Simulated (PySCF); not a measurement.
Consider B₂H₅OP (SMILES BOBP).

Input file:

```
{"job": {"kind": "uv", "xc": "wB97X-D", "basis": "def2-SVPD", "ip": true, "dynamic": true}, "charge": 0, "multiplicity": 1}
B      1.762524     0.631027    -0.313810
O      0.651852    -0.108587    -0.319590
B     -0.479933    -0.818344    -0.322922
P     -2.135421    -0.053844     0.276800
H      2.399077     0.711669     0.711667
H      2.086833     1.193351    -1.334887
H     -0.424759    -1.993060    -0.612005
H     -2.952397    -0.601005    -0.752888
H     -1.989807     1.244083    -0.293404
```

Command:

```sh
OMP_NUM_THREADS=1 python probes_run.py task.json out
```

Geometry: PBE0-D3(BJ)/def2-SVP.

Computed with wB97X-D/def2-SVPD, SCF density, gas phase (PySCF).

### What will maps of the electron density and electron localisation function show?

B–O (1.33 Å): ρ is about 2.1 e/Å³ halfway; the ELF peaks at about 0.90 between the atoms: a short, strongly polar bond.
B–P (1.92 Å): ρ is about 1 e/Å³ halfway; the ELF peaks at about 1 between the atoms, as expected for a covalent bond.
B–H (1.21 Å): ρ is about 1.2 e/Å³ halfway; the ELF climbs to about 1 towards the hydrogen, as it does in any bond to H; an ordinary covalent bond to hydrogen.

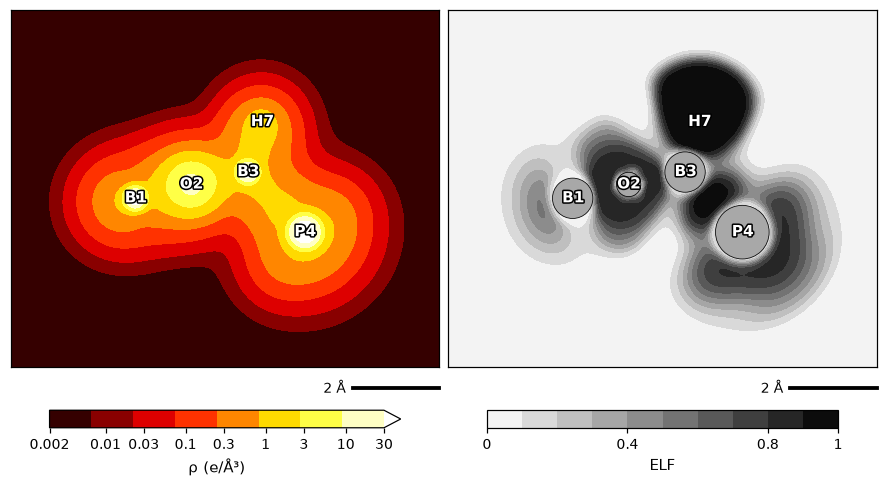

Computed electron density and electron localisation function on the plane of atoms O2, B3 and P4, in this order. Grey discs cover the atomic cores in the ELF map. 
